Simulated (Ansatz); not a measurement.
## What a change does: single-point calculation on CH4O2Si

System: CH4O2Si, SMILES CO[Si]O.
Method of the first run: RKS PBE-QIDH (frozen core)/def2-TZVPP (Ansatz 0.2.0).

The geometry comes from this level: PBE0-D4/def2-TZVP. Text and figures count atoms from 1; the logs count them from 0 in places.

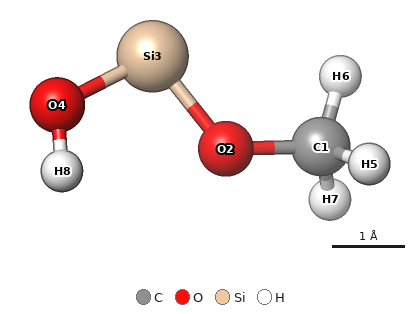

The structure (ball-and-stick view, seen at a tilt; atoms are numbered from 1 in the order of the input).

**Input file, the first run**
```yaml
crystal:
  periodic: [false, false, false]
  atoms:
    - {symbol: C, position_ang: [-0.595745, 1.128939, -0.241673]}
    - {symbol: O, position_ang: [0.002943, -0.148571, -0.216110]}
    - {symbol: Si, position_ang: [0.765000, -0.787087, 1.109800]}
    - {symbol: O, position_ang: [1.218176, -2.240953, 0.490522]}
    - {symbol: H, position_ang: [-0.123998, 1.736301, -1.017437]}
    - {symbol: H, position_ang: [-0.496025, 1.649441, 0.718396]}
    - {symbol: H, position_ang: [-1.658303, 1.028237, -0.474276]}
    - {symbol: H, position_ang: [0.979951, -2.423406, -0.425021]}
basis:
  gaussian: {orbitals: def2-TZVPP}
hamiltonian: {xc: {name: PBE-QIDH}}
```

Hardware: 2 CPU threads, shared host.

**Output (the first run)**
```
Functional definition: PBE-QIDH
  parameter a = 3^(-1/3)
  parameter c = 1/3
  exchange = (1 - a)*pbe_x + a*exact_x
  correlation = (1 - c)*pbe_c + c*(mp2_os + mp2_ss)
1150 factors; integrals over basis functions are off by at most 1.0e-3 eV
mean field evaluation 1: about -13052.6851 eV, gradient 5.4e1 eV
mean field evaluation 2: about -13052.8522 eV, gradient 5.4e1 eV
mean field evaluation 4: about -13057.9466 eV, gradient 3.7e0 eV
mean field evaluation 8: about -13057.9967 eV, gradient 4.2e-1 eV
mean field evaluation 16: about -13057.9972 eV, gradient 8.8e-5 eV
mean field -13057.99718320 eV, -479.8725454543 hartree, gradient 4.7e-6 eV, S^2 0.000000; 0 other end points of the search recorded, 0 dependent functions left out
8 core orbitals not correlated: weight in the atoms' cores, before any rotation towards them, 1.000 or more for the frozen orbitals, at most 0.000 for the correlated occupied ones
reference -13057.99719434 eV, -479.8725458635 hartree; 12, 12 occupied and 171, 171 virtual orbitals, 1150 factors
second order -23.01674102 eV of doubles, -0.00000000 eV of singles
Total energy: -13065.66944134 eV, -480.1544957405 hartree
```

For the second run the input was changed thus:
```diff
-hamiltonian: {xc: {name: PBE-QIDH}}
+hamiltonian: {xc: {name: B2PLYP}}
```

Predict how the results change.

The total energies belong to different methods, so their difference says nothing on which is more stable or more accurate. The functional changes from PBE-QIDH to B2PLYP.

**Output (the second run)**
```
Functional definition: B2PLYP
  parameter a = 0.53
  parameter c = 0.27
  exchange = (1 - a)*b88_x + a*exact_x
  correlation = (1 - c)*lyp_c + c*(mp2_os + mp2_ss)
1150 factors; integrals over basis functions are off by at most 1.0e-3 eV
mean field evaluation 1: about -13057.5020 eV, gradient 6.2e1 eV
mean field evaluation 2: about -13057.6309 eV, gradient 6.2e1 eV
mean field evaluation 4: about -13064.2405 eV, gradient 5.7e0 eV
mean field evaluation 8: about -13064.3182 eV, gradient 6.9e-1 eV
mean field evaluation 16: about -13064.3191 eV, gradient 7.4e-5 eV
mean field -13064.31907651 eV, -480.1048707484 hartree, gradient 3.4e-6 eV, S^2 0.000000; 0 other end points of the search recorded, 0 dependent functions left out
8 core orbitals not correlated: weight in the atoms' cores, before any rotation towards them, 1.000 or more for the frozen orbitals, at most 0.000 for the correlated occupied ones
reference -13064.31923105 eV, -480.1048764275 hartree; 12, 12 occupied and 171, 171 virtual orbitals, 1150 factors
second order -24.79998151 eV of doubles, -0.00000000 eV of singles
Total energy: -13071.01522606 eV, -480.3509497053 hartree
```

**The two runs side by side**

| quantity | the first run | the second run |
| --- | --- | --- |
| outcome | converged | converged |
| total energy (hartree) | −480.154496 | −480.350950 |
| basis functions | 191 | 191 |
| wall time (shared host) | 4.2 s | 4.4 s |
